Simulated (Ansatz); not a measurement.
AlH₄NO

```json
{"atom": "Al", "x (Å)": "0.0754", "y (Å)": "-0.2160", "z (Å)": "0.0758"}
{"atom": "H", "x (Å)": "0.5796", "y (Å)": "-0.6117", "z (Å)": "1.4875"}
{"atom": "O", "x (Å)": "1.7488", "y (Å)": "-0.0686", "z (Å)": "-0.3883"}
{"atom": "H", "x (Å)": "2.2504", "y (Å)": "-0.2760", "z (Å)": "0.4177"}
{"atom": "N", "x (Å)": "-1.4338", "y (Å)": "0.0298", "z (Å)": "-0.8296"}
{"atom": "H", "x (Å)": "-2.3595", "y (Å)": "-0.1768", "z (Å)": "-0.4574"}
{"atom": "H", "x (Å)": "-1.5004", "y (Å)": "0.3672", "z (Å)": "-1.7881"}
```

Not at a stationary point (largest force 1.8 eV/Å).

Theory: RKS PBE/6-31G* in Ansatz 0.2.0.

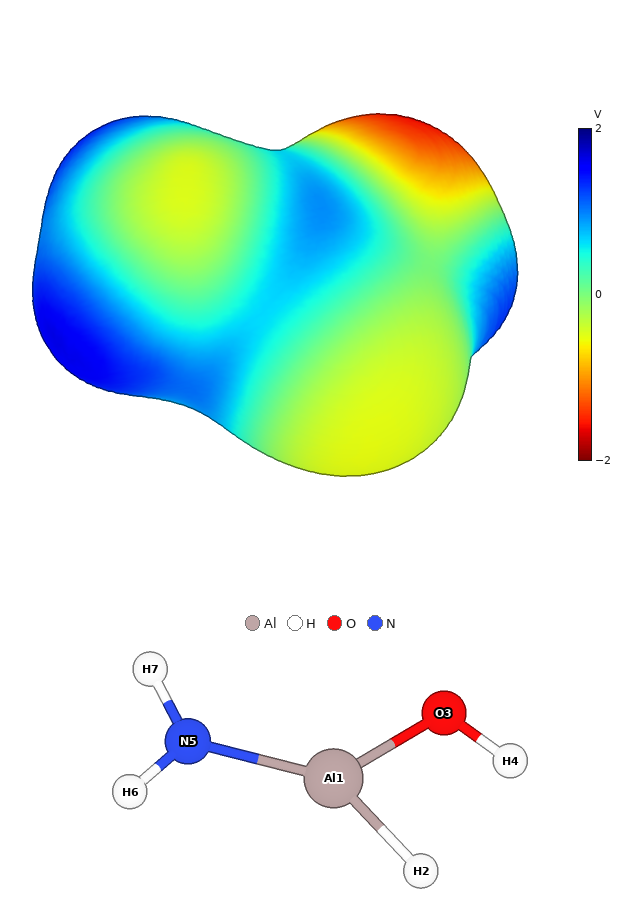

Figure 1. The molecular electrostatic potential painted on the density surface at 0.001 e/bohr³, seen at a tilt; the colour scale runs from red (negative) to blue (positive). The bare structure is drawn below in the same view.

### Where is the surface potential most negative and most positive?

The most negative region (about −1.8 V) lies over O3, the most positive (about +1.6 V) over H6. O3 is the likeliest acceptor of a hydrogen bond.

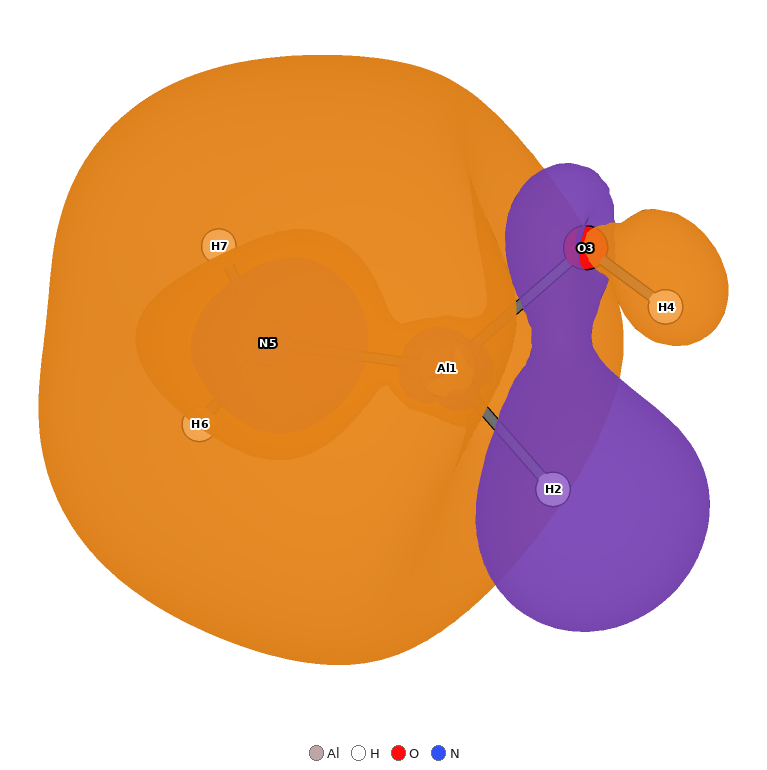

Figure 2. The LUMO at ±0.05 Å⁻³ᐟ² (orange and purple are the two phases), seen at a tilt.

### What is the character of this orbital?

It lies mainly on Al1 (about 50 %), N5 (about 20 %), H2 (about 10 %), H6 (about 10 %) and H7 (about 10 %). Its energy is −0.71 eV.

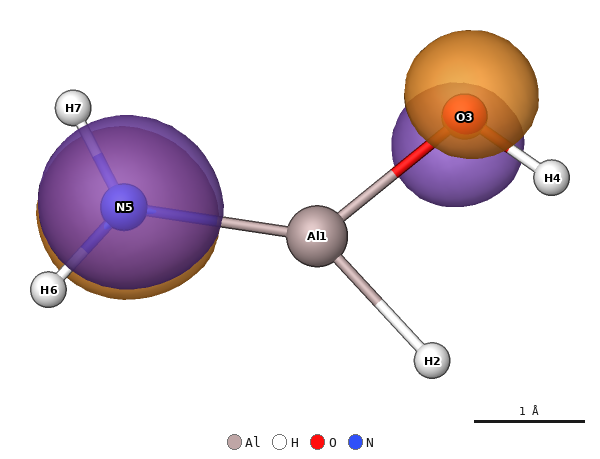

Figure 3. One frontier orbital at ±0.2 Å⁻³ᐟ² (orange and purple are the two phases), seen at a tilt.

### Which orbital is it: HOMO or LUMO?

The HOMO, at −5.91 eV. It lies mainly on N5 (about 55 %) and O3 (about 25 %); largely a combination of lone pairs on N5 and O3.
